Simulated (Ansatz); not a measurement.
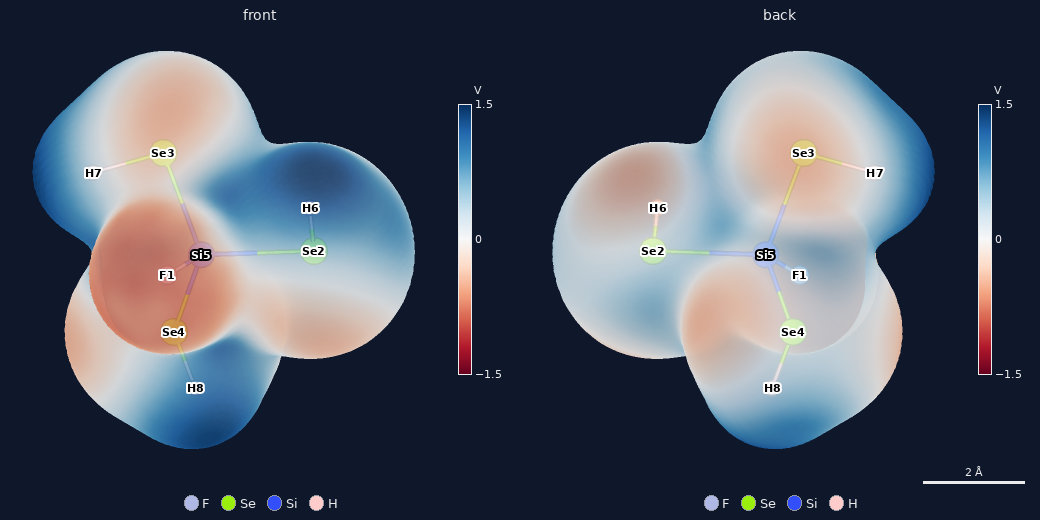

Figure. FH$_{3}$Se$_{3}$Si (SMILES F[Si]([SeH])([SeH])[SeH]). The molecular electrostatic potential painted on the density surface at 0.002 e/bohr³, seen from the front and from behind; red is negative and blue positive.

Geometry: PBE0-D4/def2-SVP.

Computed with isolated molecule in a Gaussian basis; Kohn-Sham density functional theory, functional PBE0 (Ansatz 0.2.0).

Input

```
crystal:
  periodic: [false, false, false]
  atoms:
    - {symbol: F, position_ang: [-1.405240, -0.906330, -0.353184]}
    - {symbol: Se, position_ang: [-2.448356, -3.232080, -2.276668]}
    - {symbol: Se, position_ang: [-1.260534, -3.699499, 1.188336]}
    - {symbol: Se, position_ang: [1.088023, -2.584360, -1.433322]}
    - {symbol: Si, position_ang: [-1.041828, -2.455030, -0.686377]}
    - {symbol: H, position_ang: [-3.639821, -2.769206, -1.542496]}
    - {symbol: H, position_ang: [-0.426235, -2.775972, 1.978231]}
    - {symbol: H, position_ang: [0.872544, -1.521696, -2.431914]}
basis:
  gaussian: {orbitals: def2-SVPD}
hamiltonian: {xc: {name: PBE0}}
output: {forces: true, orbitals: {seedname: orbitals}}
```

Launched as:

```sh
ansatz run input.yaml --threads 2 --pin off --max-ram 6090MiB --events-out events.jsonl --progress --plain --runs-dir runs
```

**Describe the electrostatic potential map.**

The most negative region (about −0.8 V) lies over F1, the most positive (about +1.4 V) over H6, H7 and H8.
